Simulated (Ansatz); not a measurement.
**Run report: AlN3H8, nudged elastic band (part 2 of 2)**

Continued. System: AlN3H8. Method: RKS PBE0/6-31G* (Ansatz 0.2.0). It belongs to a series of runs on one base structure; here: band between the two ends.

Geometry of the input (Å):
```
Al -0.0016  0.0640  0.0819
H  -0.1053  -0.9409  1.3381
N  1.6050  0.2081  -0.7817
H  2.3655  -0.3932  -0.4873
H  1.6413  0.2728  -1.7920
N  -1.5086  0.3535  -0.9147
H  -2.3382  -0.1872  -0.7001
H  -1.4514  0.4366  -1.9227
N  0.0404  1.8918  1.0476
H  0.9016  2.3441  0.7453
H  -0.7570  2.4114  0.6847
H  0.0031  1.8839  2.0637
```

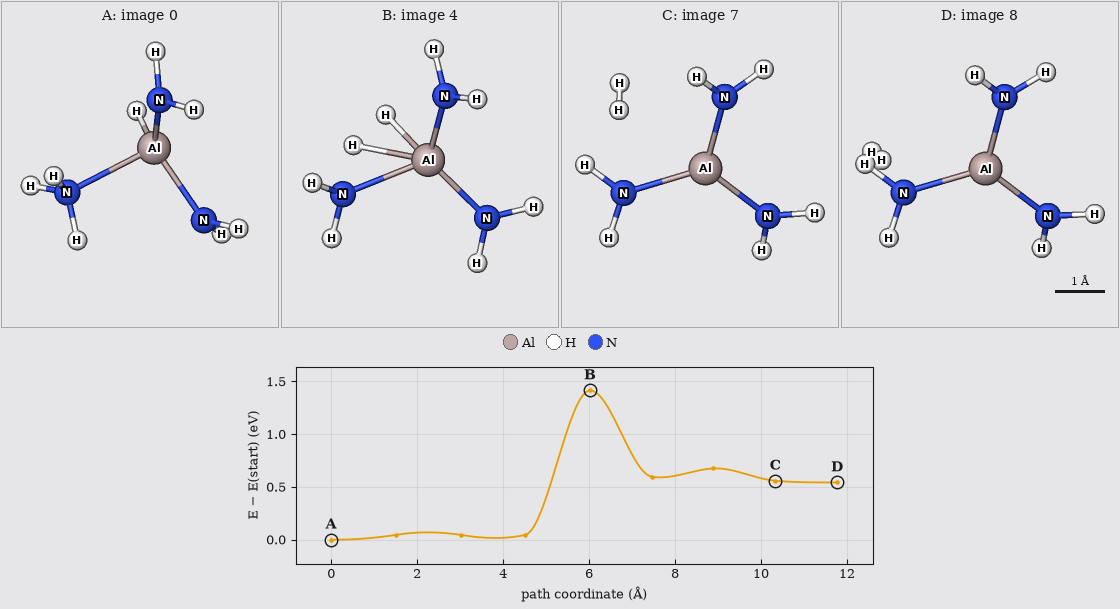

Images of the last band (counted from 0; ball-and-stick, seen at a tilt) above the energy along the path; the line is a cubic interpolation that uses the forces. The highest image is number 4, 1.415 eV above the start and 0.873 eV above the end (the climbing image); the end lies 0.542 eV above the start. The path is 11.77 Å long. The band converged in 22 iterations.

```
Total energy: -11189.19285745 eV, -411.1952532041 hartree
Atom 0 at     0.031721     0.493412    -0.179895 Å, force     0.006388    -0.000890     0.003223 eV/Å
Atom 1 at    -0.255233    -0.066672     1.571174 Å, force    -0.004778    -0.004705    -0.004614 eV/Å
Atom 2 at     1.596734     0.081898    -0.935637 Å, force    -0.003398     0.000152    -0.000569 eV/Å
Atom 3 at     1.778731    -0.799644    -1.394663 Å, force     0.000282    -0.001071    -0.000523 eV/Å
Atom 4 at     2.462708     0.580766    -0.788847 Å, force     0.000773     0.000375     0.000923 eV/Å
Atom 5 at    -1.542463     0.068221    -0.915854 Å, force     0.005651     0.000796     0.005089 eV/Å
Atom 6 at    -2.292069    -0.388007    -0.416019 Å, force    -0.004412    -0.000794    -0.002797 eV/Å
Atom 7 at    -1.702030     0.016015    -1.912127 Å, force    -0.002070    -0.000908    -0.000882 eV/Å
Atom 8 at     0.117881     2.091761     0.857444 Å, force    -0.009944     0.005705    -0.002919 eV/Å
Atom 9 at     0.985883     2.575470     1.065696 Å, force     0.001355    -0.003765     0.001722 eV/Å
Atom 10 at    -0.645881     2.759072     0.808513 Å, force     0.000778    -0.000500     0.000445 eV/Å
Atom 11 at    -0.141382     0.932607     1.603015 Å, force     0.009376     0.005605     0.000904 eV/Å
Dipole moment:     0.094059     0.245264     0.008610 e Å
this run last wrote the band of iteration 22 to [file]
```

The last band as extended XYZ (Å, eV, eV/Å)
```
12
Properties=species:S:1:pos:R:3:forces:R:3 image=0 energy=-11190.60782
Al   -0.0016    0.0640    0.0819   -0.0025   0.0097   0.0024
H    -0.1053   -0.9409    1.3381    0.0003   0.0089   0.0027
N     1.6050    0.2081   -0.7817    0.0073  -0.0034   0.0007
H     2.3655   -0.3932   -0.4873    0.0028  -0.0045  -0.0046
H     1.6413    0.2728   -1.7920   -0.0007  -0.0041  -0.0058
N    -1.5086    0.3535   -0.9147   -0.0064  -0.0041   0.0004
H    -2.3382   -0.1872   -0.7001   -0.0017  -0.0044  -0.0049
H    -1.4514    0.4366   -1.9227    0.0001  -0.0038  -0.0057
N     0.0404    1.8918    1.0476    0.0013   0.0088  -0.0047
H     0.9016    2.3441    0.7453   -0.0048   0.0017   0.0153
H    -0.7570    2.4114    0.6847    0.0046   0.0005   0.0156
H     0.0031    1.8839    2.0637   -0.0003  -0.0050  -0.0114
12
Properties=species:S:1:pos:R:3:forces:R:3 image=1 energy=-11190.56239
Al   -0.0366    0.0871    0.0615    0.0104   0.0001  -0.0216
H    -0.2941   -0.8559    1.3421    0.0019  -0.0035   0.0003
N     1.6777    0.0828   -0.5751    0.0007  -0.0030   0.0064
H     2.1228   -0.8197   -0.6966    0.0182  -0.0186   0.0584
H     1.9785    0.6648   -1.3475   -0.0316   0.0225  -0.0643
N    -1.5060    0.3151   -0.9967   -0.0088  -0.0027   0.0187
H    -2.3034   -0.2836   -0.8157   -0.0029   0.0147  -0.0092
H    -1.4414    0.4546   -1.9974    0.0144  -0.0009  -0.0058
N     0.0396    1.9326    0.9771   -0.0047   0.0073   0.0136
H     0.4066    2.6459    0.3508    0.0004   0.0047  -0.0022
H    -0.8928    2.2214    1.2648    0.0027  -0.0020  -0.0001
H     0.6437    1.8998    1.7953   -0.0007  -0.0186   0.0059
12
Properties=species:S:1:pos:R:3:forces:R:3 image=2 energy=-11190.56313
Al   -0.0252    0.0641    0.0966    0.0004   0.0058   0.0021
H    -0.2810   -0.7886    1.4461    0.0066   0.0073   0.0078
N     1.5692    0.1794   -0.7915   -0.0024   0.0039  -0.0246
H     1.8027   -0.5531   -1.4518   -0.0243   0.0185  -0.0511
H     2.4269    0.4203   -0.3093    0.0270  -0.0185   0.0644
N    -1.4990    0.1879   -0.9553   -0.0087  -0.0149   0.0068
H    -2.3006   -0.4096   -0.8013   -0.0022  -0.0045   0.0006
H    -1.4446    0.4190   -1.9392    0.0054  -0.0027   0.0052
N     0.0444    1.9544    0.9255   -0.0040   0.0086   0.0020
H     0.3293    2.6101    0.1998    0.0081  -0.0103   0.0059
H    -0.8977    2.2005    1.2219    0.0077   0.0046  -0.0185
H     0.6700    2.0606    1.7213   -0.0136   0.0022  -0.0006
12
Properties=species:S:1:pos:R:3:forces:R:3 image=3 energy=-11190.56274
Al    0.0226    0.1113    0.0713    0.0006  -0.0404   0.0279
H    -0.1198   -0.6739    1.4808    0.0139  -0.0634  -0.0096
N     1.5513    0.2002   -0.9232   -0.0070   0.0130   0.0056
H     1.6855   -0.4896   -1.6537   -0.0119   0.0299  -0.0282
H     2.4546    0.3535   -0.4897    0.0009  -0.0258   0.0265
N    -1.5354    0.1403   -0.8620   -0.0044   0.0093   0.0003
H    -2.2948   -0.4686   -0.5850    0.0018  -0.0096  -0.0110
H    -1.5779    0.2797   -1.8636    0.0119   0.0274   0.0072
N     0.0729    1.9893    0.9296   -0.0026  -0.0091   0.0070
H     0.9334    2.5159    0.7982   -0.0045  -0.0062  -0.0313
H    -0.7012    2.5207    0.5354   -0.0051  -0.0251  -0.0303
H    -0.0967    1.8661    1.9248    0.0064   0.1000   0.0359
12
Properties=species:S:1:pos:R:3:forces:R:3 image=4 energy=-11189.19282
Al    0.0317    0.4934   -0.1799    0.0064  -0.0009   0.0032
H    -0.2552   -0.0667    1.5712   -0.0048  -0.0047  -0.0046
N     1.5967    0.0819   -0.9356   -0.0034   0.0002  -0.0006
H     1.7787   -0.7996   -1.3947    0.0003  -0.0011  -0.0005
H     2.4627    0.5808   -0.7888    0.0008   0.0004   0.0009
N    -1.5425    0.0682   -0.9159    0.0057   0.0008   0.0051
H    -2.2921   -0.3880   -0.4160   -0.0044  -0.0008  -0.0028
H    -1.7020    0.0160   -1.9121   -0.0021  -0.0009  -0.0009
N     0.1179    2.0918    0.8574   -0.0099   0.0057  -0.0029
H     0.9859    2.5755    1.0657    0.0014  -0.0038   0.0017
H    -0.6459    2.7591    0.8085    0.0008  -0.0005   0.0004
H    -0.1414    0.9326    1.6030    0.0094   0.0056   0.0009
12
Properties=species:S:1:pos:R:3:forces:R:3 image=5 energy=-11190.01113
Al    0.0965    0.8325   -0.5101    0.0152   0.0302  -0.0183
H    -0.3776   -0.3631    2.2832   -0.0128  -0.0204   0.0709
N     1.6289    0.1393   -1.0952    0.0123   0.0041  -0.0239
H     1.7389   -0.8026   -1.4416   -0.0067   0.0024  -0.0020
H     2.5205    0.6122   -1.0702    0.0064   0.0032  -0.0218
N    -1.4644    0.1133   -0.9809   -0.0222   0.0000  -0.0056
H    -2.2960    0.1079   -0.4082    0.0088   0.0440  -0.0031
H    -1.6433   -0.3557   -1.8564    0.0243  -0.0294  -0.0020
N     0.1451    2.2567    0.5658    0.0007   0.0210  -0.0227
H     0.9643    2.5764    1.0627   -0.0034  -0.0003  -0.0046
H    -0.6333    2.8765    0.7362   -0.0039   0.0054  -0.0153
H    -0.2850    0.3515    2.0774   -0.0186  -0.0602   0.0484
12
Properties=species:S:1:pos:R:3:forces:R:3 image=6 energy=-11189.93272
Al    0.1214    0.8219   -0.5869    0.0152   0.0093  -0.0157
H    -0.6051   -0.1814    2.8232    0.0009   0.0096   0.0121
N     1.6453    0.1395   -1.2079   -0.0044  -0.0070  -0.0057
H     1.6852   -0.6947   -1.7755   -0.0006   0.0012  -0.0010
H     2.5761    0.4840   -1.0209   -0.0043   0.0132  -0.0007
N    -1.4840    0.1289   -0.9944    0.0294   0.0067   0.0365
H    -1.8726   -0.6705   -0.5142   -0.0308   0.0051  -0.0039
H    -1.9467    0.2494   -1.8837    0.0055  -0.0128  -0.0206
N     0.2187    2.2360    0.4920   -0.0168  -0.0011  -0.0015
H     1.0557    2.7159    0.7896    0.0055  -0.0130   0.0038
H    -0.6047    2.7122    0.8319    0.0014  -0.0039   0.0024
H    -0.3946    0.4038    2.4097   -0.0010  -0.0073  -0.0058
12
Properties=species:S:1:pos:R:3:forces:R:3 image=7 energy=-11190.04960
Al    0.0985    0.7829   -0.6194   -0.0011   0.0078  -0.0161
H    -0.4086   -0.0099    3.0286    0.0045   0.0057   0.0088
N     1.6189    0.0132   -1.1369    0.0019  -0.0087   0.0032
H     1.6945   -0.6387   -1.9040   -0.0004   0.0021  -0.0023
H     2.5247    0.1709   -0.7204   -0.0015  -0.0070   0.0131
N    -1.4665    0.1162   -1.1512    0.0033  -0.0051  -0.0025
H    -1.6299   -0.8551   -1.3717    0.0075  -0.0076  -0.0313
H    -2.3269    0.6389   -1.2205   -0.0118   0.0123   0.0237
N     0.1570    2.2230    0.4316    0.0015   0.0007   0.0013
H     0.9693    2.8065    0.5709   -0.0045   0.0018  -0.0047
H    -0.6344    2.5991    0.9332   -0.0046  -0.0071   0.0031
H    -0.2020    0.4979    2.5225    0.0053   0.0051   0.0037
12
Properties=species:S:1:pos:R:3:forces:R:3 image=8 energy=-11190.06545
Al   -0.0037    0.7328   -0.6895   -0.0013  -0.0004  -0.0014
H     0.2503    0.3372    3.4401    0.0002   0.0018  -0.0042
N     1.5328   -0.0742   -1.0886   -0.0008  -0.0003   0.0001
H     1.6981   -0.6200   -1.9215    0.0007  -0.0006  -0.0002
H     2.3558   -0.0678   -0.5041    0.0008  -0.0001   0.0005
N    -1.5170    0.2348   -1.4865   -0.0034  -0.0023  -0.0024
H    -1.6631   -0.6559   -1.9388    0.0024   0.0021   0.0015
H    -2.3545    0.7960   -1.5395    0.0019   0.0006   0.0012
N    -0.0258    2.0348    0.5306   -0.0006   0.0012   0.0017
H     0.7786    2.5772    0.8106    0.0000  -0.0003  -0.0005
H    -0.8582    2.3871    0.9806   -0.0002   0.0003  -0.0004
H     0.2014    0.6630    2.7694    0.0004  -0.0021   0.0039
```

Key numbers

```csv
quantity,value
outcome,converged
"barrier, forward",1.415 eV
"barrier, backward",0.873 eV
hardware,"1 thread of Intel Xeon @ 2.50GHz (Skylake/Cascade Lake), 32 GiB of memory available, shared host"
wall time,14 min
peak memory,0.19 GiB
```

The order of the saddle point was not checked.
